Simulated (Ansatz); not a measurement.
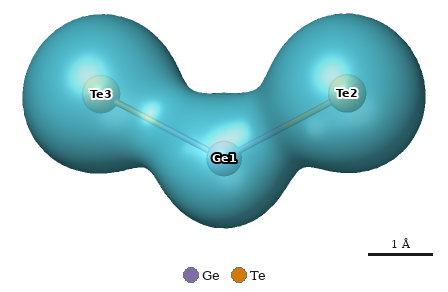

Figure. GeTe2 (charge −1, doublet). Isosurface of the electron density at 0.3 e/Å³ (cyan), seen at a tilt.

Geometry: r2SCAN-D4/def2-TZVPD; core potentials replace the inner electrons of Te.

The calculation used UKS PBE0-D4/def2-TZVPD in Ansatz.

```
atom    x (Å)    y (Å)    z (Å)
  Ge  -0.3781   0.0690  -0.5626
  Te  -0.3281   2.0578   0.8856
  Te   0.7062  -2.1268  -0.3230
```

Question: Which contacts does the surface bridge?

Answer: At this value the surface is in one piece. It bridges the sampled Ge–Te (2.46 Å) contacts, where the density stays above the isovalue. On the grid the lowest density along these lines, outside the cores, is 0.57 e/Å³ (Ge–Te, 2.46 Å).
